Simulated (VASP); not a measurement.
Band structure of EuZnGe (space group P-6m2). All values below come from PBEsol GGA, VASP's PBE PAW potentials (set 64) (plane waves; VASP).

The 4f electrons are frozen in the core of the lanthanide potential, so 4f levels, which can set the real gap, and their magnetism are missing.

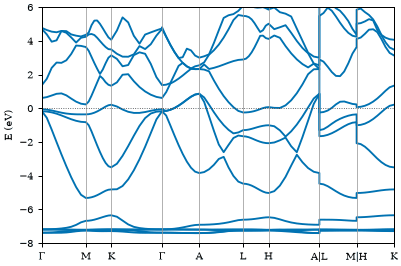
Fig. 1. Bands along high-symmetry lines, zero at the valence-band maximum or, without a gap, the Fermi level

**Question.** Read the plot: is there a gap, and where are the band edges?

**Answer.** It has no gap at this level: it comes out as a metal or semimetal. (Edges off the drawn lines would not show.)

The structure comes from a computed database's EuZnGe entry (P-6m2); how it stands against other phases isn't given here. It was relaxed first, which changed the volume by -9 %.
